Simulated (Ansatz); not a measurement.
**HS (SMILES [SH]): UB3LYP/def2-TZVPPD**

What is the electronic atomisation energy of HS at UB3LYP/def2-TZVPPD? 

The calculation is run with Ansatz 0.2.0.

**1. The system as given**

HS has 2 atoms, charge 0, and is taken as a doublet. As SMILES, `[SH]`. Geometry: relaxed at PBE0-D4/def2-TZVP.

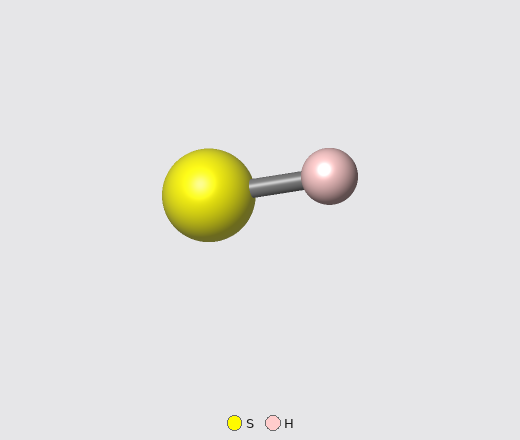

The structure, seen from a chosen angle (sulfur yellow, hydrogen pink).

**2. A single-point energy at UB3LYP/def2-TZVPPD**

Input file in.yaml:

```yaml
crystal:
  periodic: [false, false, false]
  atoms:
    - {symbol: S, position_ang: [0.574560, -0.187810, 0.295460]}
    - {symbol: H, position_ang: [-0.574560, 0.187810, -0.295460]}
basis:
  gaussian:
    orbitals: def2-TZVPPD.json
magnetization:
  spin_polarized: true
  initial_magnetization: 1
hamiltonian:
  xc: {name: B3LYP}
accuracy: high
output: {orbitals: {seedname: orbitals}}
```

The basis set def2-TZVPPD is read from a file made from the Basis Set Exchange's data (not shown).

On the command line:

```sh
ansatz run in.yaml --threads 1 --pin off --max-ram 3480MiB --events-out events.jsonl --progress --plain --runs-dir runs
```

Output:

```text
Warning: RAYON_NUM_THREADS=1 ignored (pool sized by the plan → 1); use --threads N
Functional definition: B3LYP
  name "B3LYP"
  parameter a0 = 0.2
  parameter ax = 0.72
  parameter ac = 0.81
  exchange = (1 - a0 - ax)*slater_x + ax*b88_x + a0*exact_x
  correlation = (1 - ac)*vwn_rpa_c + ac*lyp_c
851 factors; integrals over basis functions are off by at most 3.3e-9 eV
mean field evaluation 1: about -10850.9787 eV, gradient 6.8e0 eV
mean field evaluation 2: about -10851.1344 eV, gradient 5.2e0 eV
mean field evaluation 4: about -10851.2431 eV, gradient 5.4e-1 eV
mean field evaluation 8: about -10851.2490 eV, gradient 9.3e-3 eV
mean field evaluation 16: about -10851.2490 eV, gradient 3.6e-6 eV
mean field -10851.24898661 eV, -398.7760450173 hartree, gradient 6.1e-8 eV, S^2 0.754087; 0 other end points of the search recorded, 0 dependent functions left out
reference -10851.24901673 eV, -398.7760461242 hartree; 9, 8 occupied and 59, 60 virtual orbitals, 851 factors
Total energy: -10851.24901673 eV, -398.7760461242 hartree
```

Run time: 2.7 s. Hardware: 1 thread of Arm Neoverse V1, shared host; peak memory 0.14 GiB.

**3. The H atom, same level**

Input file in.yaml:

```yaml
crystal:
  periodic: [false, false, false]
  atoms:
    - {symbol: H, position_ang: [0.000000, 0.000000, 0.000000]}
basis:
  gaussian:
    orbitals: def2-TZVPPD.json
magnetization:
  spin_polarized: true
  initial_magnetization: 1
hamiltonian:
  xc: {name: B3LYP}
accuracy: high
```

The basis set def2-TZVPPD is read from a file made from the Basis Set Exchange's data (not shown).

Run the same way, it converges to -0.50215 Eh (log not shown).

**4. The S atom, same level**

Input file run.yaml:

```yaml
crystal:
  periodic: [false, false, false]
  atoms:
    - symbol: S
      position_ang: [0.000000, 0.000000, 0.000000]
basis:
  gaussian: {orbitals: def2-TZVPPD.json}
total_charge: 0
accuracy: high
hamiltonian: {xc: {name: B3LYP}}
magnetization: {spin_polarized: true, initial_magnetization: 2}
```

The basis set def2-TZVPPD is read from a file made from the Basis Set Exchange's data (not shown).

On the command line:

```sh
ansatz run run.yaml --threads 1 --pin off --max-ram 3480MiB --events-out events.jsonl --progress --plain --runs-dir runs
```

Output, cut to the lines that bear on the results:

```text
Warning: RAYON_NUM_THREADS=1 ignored (pool sized by the plan → 1); use --threads N
[... 7 set-up lines as earlier in the session ...]
487 factors; integrals over basis functions are off by at most 2.5e-9 eV
mean field evaluation 1: about -10833.6261 eV, gradient 4.8e0 eV
mean field evaluation 2: about -10833.7294 eV, gradient 2.4e0 eV
mean field evaluation 4: about -10833.7520 eV, gradient 7.5e-2 eV
mean field evaluation 8: about -10833.7523 eV, gradient 1.3e-3 eV
mean field evaluation 16: about -10833.7523 eV, gradient 1.1e-7 eV
mean field -10833.75230003 eV, -398.1330536450 hartree, gradient 8.3e-8 eV, S^2 2.004006; 0 other end points of the search recorded, 0 dependent functions left out
reference -10833.75232659 eV, -398.1330546210 hartree; 9, 7 occupied and 42, 44 virtual orbitals, 487 factors
Total energy: -10833.75232659 eV, -398.1330546210 hartree
```

Wall time 1.4 s (1 thread of Arm Neoverse V1, shared host); peak memory 0.1 GiB.

**5. Outcome**

Level: UB3LYP/def2-TZVPPD.

| quantity | value |
| --- | --- |
| molecule: total energy | -398.77605 Eh |
| molecule: HOMO energy (highest over α and β) | -7.26 eV |
| molecule: LUMO energy (lowest over α and β) | -4.97 eV |
| molecule: ⟨S²⟩ | 0.754 |
| H atom: total energy | -0.50215 Eh |
| H atom: ⟨S²⟩ | 0.750 |
| S atom: total energy | -398.13305 Eh |
| S atom: ⟨S²⟩ | 2.004 |
| electronic atomisation energy | 3.832 eV |

What this shows: Taking the molecule apart into free atoms costs 3.83 eV (88 kcal/mol), before zero-point energy and without spin-orbit coupling.
